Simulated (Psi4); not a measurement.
**SnH2ClO2 (SMILES [OH][Sn]([OH])[Cl]) at UB3LYP/def2-SVP (core potential)**

Aim: the energy change on altering one bond length of SnH2ClO2 at UB3LYP/def2-SVP (core potential), from 2 runs. 

The calculation is run with Psi4 1.11.

2 further runs of the same task are left out: 2 that didn't finish.

## (1) Starting point

SnH2ClO2: 6 atoms, total charge 0, spin state doublet. As SMILES, `[OH][Sn]([OH])[Cl]`. The coordinates come from a PBE0-D4/def2-TZVP relaxation. This is one conformer, not always the lowest.

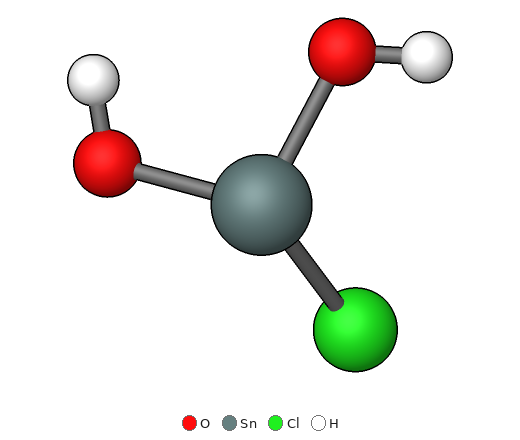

Viewed from a chosen angle; oxygen red, tin teal, chlorine green, hydrogen white.

## (2) Energy and gradient at UB3LYP/def2-SVP (core potential)

File input.inp:

```
memory 1600 MB

molecule m {
  0 2
  O
  Sn 1 r2
  O 2 r3 1 a3
  Cl 2 r4 3 a4 1 d4
  H 1 r5 2 a5 3 d5
  H 3 r6 2 a6 1 d6

  r2 = 1.968863
  r3 = 1.960484
  a3 = 101.94816
  r4 = 2.349444
  a4 = 108.00071
  d4 = -114.81957
  r5 = 0.96187
  a5 = 114.27193
  d5 = -158.51774
  r6 = 0.96398
  a6 = 110.7395
  d6 = -18.94985
  symmetry c1
}

set basis def2-SVP
set reference uks
set puream true
set e_convergence 1e-09
set d_convergence 1e-08
set scf_type pk
set dft_radial_points 99
set dft_spherical_points 590
set maxiter 100

E, wfn = gradient("b3lyp", return_wfn=True)
oeprop(wfn, "WIBERG_LOWDIN_INDICES", "DIPOLE", "LOWDIN_CHARGES")
print_variables()
```

Launch:

```
$ psi4 -i input.inp -o input.out -n 1
```

input.out:

```text
[...]
    !!!  WARNING: ECP capability is in beta. Please check occupations closely.  !!!
[...]
  Running in c1 symmetry.
[...]
  Nuclear repulsion =  256.603164730761591
[...]
  Multiplicity = 2
[...]
  Nalpha       = 29
  Nbeta        = 28
[...]
    Number of basis functions: 82
[...]
   @UKS iter   1:  -825.56734084751986   -1.30169e+00   1.27929e-02 DIIS/ADIIS
[...]
   @UKS iter  15:  -826.01102134711232   -7.95808e-13   4.32527e-09 DIIS
[...]
   @S^2 Observed:                7.539119875E-01
[...]
    Orbital Energies [Eh]
    ---------------------
    Alpha Occupied:
       1A   -101.489888     2A    -19.144721     3A    -19.142061
       4A     -9.444078     5A     -7.212083     6A     -7.204213
       7A     -7.203905     8A     -5.135070     9A     -3.477859
      10A     -3.475826    11A     -3.474745    12A     -1.080244
      13A     -1.071951    14A     -1.061422    15A     -1.058430
      16A     -1.057711    17A     -0.970412    18A     -0.947414
      19A     -0.800576    20A     -0.540615    21A     -0.484944
      22A     -0.426296    23A     -0.366389    24A     -0.357449
      25A     -0.347419    26A     -0.322507    27A     -0.314947
      28A     -0.312957    29A     -0.245272
    Alpha Virtual:
[...]
  @UKS Final Energy:  -826.01102134711232
   => Energetics <=
    Nuclear Repulsion Energy =            256.6031647307615913
    One-Electron Energy =               -1732.3110610853502749
    Two-Electron Energy =                 701.7474433213343445
    DFT Exchange-Correlation Energy =     -52.0505683138579585
    Empirical Dispersion Energy =           0.0000000000000000
    VV10 Nonlocal Energy =                  0.0000000000000000
    Total Energy =                       -826.0110213471123188
[...]
  -Total Gradient:
     Atom            X                  Y                   Z
    ------   -----------------  -----------------  -----------------
       1        0.001898404491     0.006029005106     0.013732561743
       2        0.013385625198    -0.012790242767    -0.009020097065
       3       -0.002426967301     0.013747471325    -0.008393122870
       4       -0.012872637103    -0.005362049395    -0.004881860785
       5       -0.002157260051    -0.005946928088     0.003443159756
       6        0.002190462116     0.004280030301     0.005091959459
[...]
 Multipole Moments:
 ------------------------------------------------------------------------------------
     Multipole            Electronic (a.u.)      Nuclear  (a.u.)        Total (a.u.)
 ------------------------------------------------------------------------------------
 L = 1.  Multiply by 2.5417464519 to convert [e a0] to [Debye]
 Dipole X            :        -25.4517712           24.7450398           -0.7067314
 Dipole Y            :          3.0085085           -2.6016024            0.4069061
 Dipole Z            :          3.0972834           -3.6029828           -0.5056995
 Magnitude           :                                                    0.9595696
[...]
```

Run time: 18 s. Hardware: 1 thread of Intel Xeon 6975P-C (Granite Rapids), shared host; peak memory 0.88 GiB.

## (3) The distorted shape, same level

File run.py:

```python
import psi4

psi4.set_memory(1600000000)
psi4.set_num_threads(1)
psi4.set_output_file('clh2o2sn.out', False)

mol = psi4.geometry("""
0 2
O
Sn 1 1.968863
O 2 2.2546 1 101.94816
Cl 2 2.349444 1 109.06192 3 114.03638
H 1 0.96187 2 114.27193 3 -158.51772
H 3 0.96398 2 110.7395 1 -18.94985
units angstrom
symmetry c1
no_reorient
no_com
""")

psi4.set_options({
    'basis': 'def2-SVP',
    'reference': 'uks',
    'puream': True,
    'e_convergence': 1e-09,
    'd_convergence': 1e-08,
    'scf_type': 'pk',
    'dft_radial_points': 99,
    'dft_spherical_points': 590,
    'maxiter': 100,
})

energy_value, wavefunction = psi4.gradient('b3lyp', return_wfn=True)
print('gradient / Eh bohr^-1')
print(energy_value.np.round(6))
print(f'energy = {wavefunction.energy():.10f} Eh')
```

Launch:

```
$ python run.py
```

clh2o2sn.out (excerpt; [...] marks lines left out):

```text
[...]
    !!!  WARNING: ECP capability is in beta. Please check occupations closely.  !!!
[...]
  Running in c1 symmetry.
[...]
  Nuclear repulsion =  247.566928851709662
[...]
  Multiplicity = 2
[...]
  Nalpha       = 29
  Nbeta        = 28
[...]
    Number of basis functions: 82
[...]
   @UKS iter   1:  -825.58179784262279   -1.31754e+00   1.21041e-02 DIIS/ADIIS
[...]
   @UKS iter  17:  -825.99867242952314   -4.88853e-12   6.25356e-09 DIIS
[...]
   @S^2 Observed:                7.599784309E-01
[...]
  @UKS Final Energy:  -825.99867242952314
   => Energetics <=
    Nuclear Repulsion Energy =            247.5669288517096618
    One-Electron Energy =               -1714.2660248942752332
    Two-Electron Energy =                 692.6994395419677630
    DFT Exchange-Correlation Energy =     -51.9990159289253810
    Empirical Dispersion Energy =           0.0000000000000000
    VV10 Nonlocal Energy =                  0.0000000000000000
    Total Energy =                       -825.9986724295231397
[...]
 Multipole Moments:
 ------------------------------------------------------------------------------------
     Multipole            Electronic (a.u.)      Nuclear  (a.u.)        Total (a.u.)
 ------------------------------------------------------------------------------------
 L = 1.  Multiply by 2.5417464519 to convert [e a0] to [Debye]
 Dipole X            :        -25.3962314           24.7450429           -0.6511885
 Dipole Y            :          5.3618534           -4.7053173            0.6565361
 Dipole Z            :          2.6059359           -3.1578156           -0.5518797
 Magnitude           :                                                    1.0768739
[...]
  -Total Gradient:
     Atom            X                  Y                   Z
    ------   -----------------  -----------------  -----------------
       1        0.001926423742     0.004709477978     0.012159442963
       2        0.015884361432     0.049661286110    -0.019531859595
       3       -0.005930233804    -0.042740398262    -0.003297396076
       4       -0.012706937222    -0.005634670662    -0.003797985304
       5       -0.003592275595    -0.005906404880     0.004512613547
       6        0.004418642923    -0.000091501156     0.009974183578
[...]
```

On the terminal:

```text
gradient / Eh bohr^-1
[[ 1.9260e-03  4.7090e-03  1.2159e-02]
 [ 1.5884e-02  4.9661e-02 -1.9532e-02]
 [-5.9300e-03 -4.2740e-02 -3.2970e-03]
 [-1.2707e-02 -5.6350e-03 -3.7980e-03]
 [-3.5920e-03 -5.9060e-03  4.5130e-03]
 [ 4.4190e-03 -9.2000e-05  9.9740e-03]]
energy = -825.9986724295 Eh
```

Wall time 19 s (1 thread of Intel Xeon 6975P-C (Granite Rapids), shared host); peak memory 0.86 GiB.

## (4) Summary of results

Level: UB3LYP/def2-SVP (core potential).

| quantity | value |
| --- | --- |
| first shape: total energy | -826.01102 Eh |
| first shape: dipole moment | 2.44 D |
| first shape: HOMO energy (highest over α and β) | -6.67 eV |
| first shape: LUMO energy (lowest over α and β) | -4.42 eV |
| first shape: ⟨S²⟩ | 0.754 |
| first shape: largest force on an atom | 1.059 eV/Å |
| distorted shape: total energy | -825.99867 Eh |
| distorted shape: dipole moment | 2.74 D |
| distorted shape: HOMO energy (highest over α and β) | -6.99 eV |
| distorted shape: LUMO energy (lowest over α and β) | -4.72 eV |
| distorted shape: ⟨S²⟩ | 0.760 |
| distorted shape: largest force on an atom | 2.863 eV/Å |
| energy change with the Sn2–O3 bond stretched from 1.960 to 2.255 Å | 0.336 eV |

With the Sn2–O3 bond stretched from 1.960 to 2.255 Å the energy rises by 0.34 eV (32.4 kJ/mol). The first shape isn't relaxed at this level, so the change isn't measured from a minimum. The largest force (first shape) is 1.06 eV/Å: the shape isn't a stationary point for this species at this level.
